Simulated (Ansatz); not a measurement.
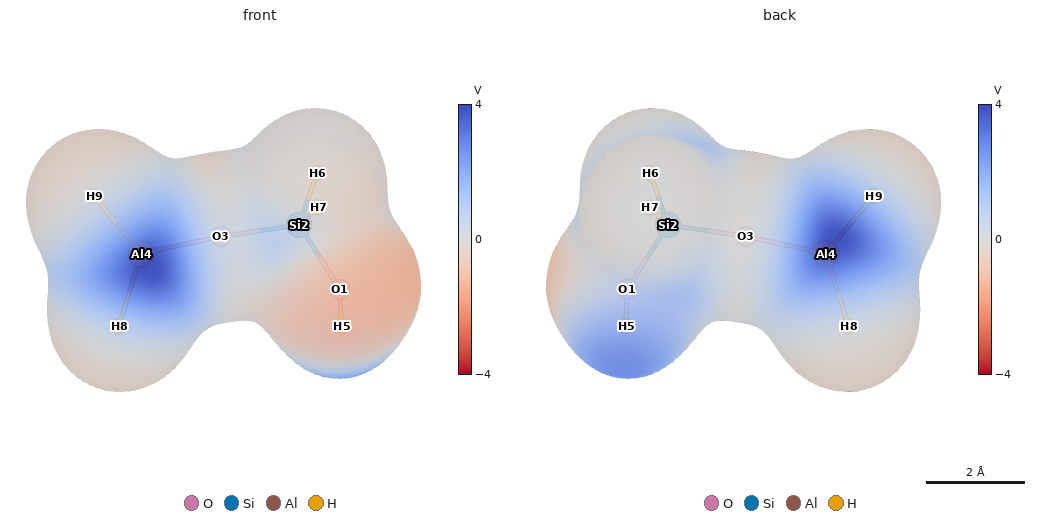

*AlH$_{5}$O$_{2}$Si (SMILES O[SiH2][O][AlH2]). The molecular electrostatic potential painted on the density surface at 0.002 e/bohr³, seen from the front and from behind; the colour scale runs from red (negative) to blue (positive).*

Geometry: PBE0-D4/def2-TZVP.

These are results of RKS PBE0-D4/def2-TZVPP (Ansatz), not measurements.

```yaml
atoms:
  - { symbol: O, position_ang: [-0.7951, 1.8294, -0.8982] }
  - { symbol: Si, position_ang: [0.1730, 1.1967, 0.2669] }
  - { symbol: O, position_ang: [0.2508, -0.4189, 0.1977] }
  - { symbol: Al, position_ang: [0.3257, -2.0805, -0.0606] }
  - { symbol: H, position_ang: [-1.7408, 1.7058, -0.8109] }
  - { symbol: H, position_ang: [1.5061, 1.7828, 0.0050] }
  - { symbol: H, position_ang: [-0.3373, 1.5649, 1.6142] }
  - { symbol: H, position_ang: [-0.9595, -2.7957, -0.6368] }
  - { symbol: H, position_ang: [1.6656, -2.8306, 0.3054] }
```

> Describe the electrostatic potential map.

The most negative region (about −1.4 V) lies over O1, the most positive (about +3.9 V) over Al4. O1 is the likeliest acceptor of a hydrogen bond.
